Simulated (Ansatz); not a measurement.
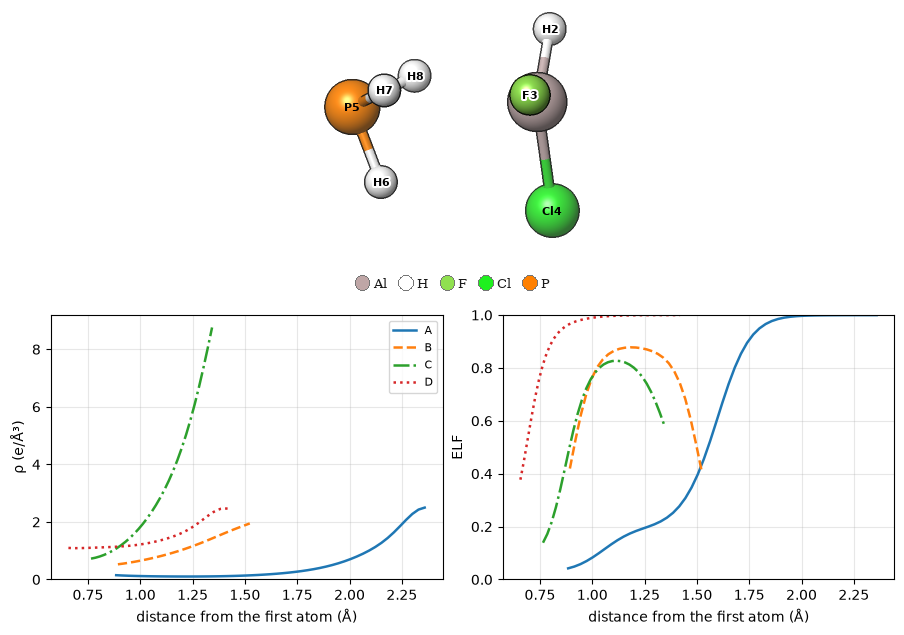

The picture shows: AlClFH···PH3. Total electron density and electron localisation function along straight lines between neighbouring atoms. The curves leave out the atomic cores. The structure is drawn too.

These are results of Ansatz 0.2.0, RKS PBE0-D4/6-31G*, not measurements.

```yaml
atoms:
  - { symbol: Al, position_ang: [0.0003, 0.0885, 0.1453] }
  - { symbol: H, position_ang: [-0.0168, 0.8366, 1.5293] }
  - { symbol: F, position_ang: [1.4384, -0.3475, -0.5433] }
  - { symbol: Cl, position_ang: [-1.7242, -0.0149, -1.0503] }
  - { symbol: P, position_ang: [-0.2041, -2.9826, 1.2472] }
  - { symbol: H, position_ang: [-0.9447, -2.8674, 0.0412] }
  - { symbol: H, position_ang: [1.0333, -2.6441, 0.6396] }
  - { symbol: H, position_ang: [-0.4851, -1.6428, 1.6728] }
```

### Which curve belongs to which contact (Al–Cl, Al–F, Al–H and P–H)? The first atom named is at distance zero.

Curve A: Al1···H8 (2.36 Å): the density falls to about 0.1 e/Å³ on the way; the ELF climbs to about 1 towards the hydrogen. Curve B: Al–Cl (2.10 Å): ρ at the midpoint is about 0.73 e/Å³; the ELF peaks at about 0.90 in the valence shell of Cl, 0.9 Å from its nucleus, and is about 0.85 at the midpoint. Curve C: Al–F (1.65 Å): ρ is about 0.85 e/Å³ halfway; the ELF peaks at about 0.85 in the valence shell of F, 0.5 Å from its nucleus, and is about 0.25 at the midpoint. Curve D: P–H (1.42 Å): ρ is about 1.1 e/Å³ halfway; the ELF climbs to about 1 towards the hydrogen.
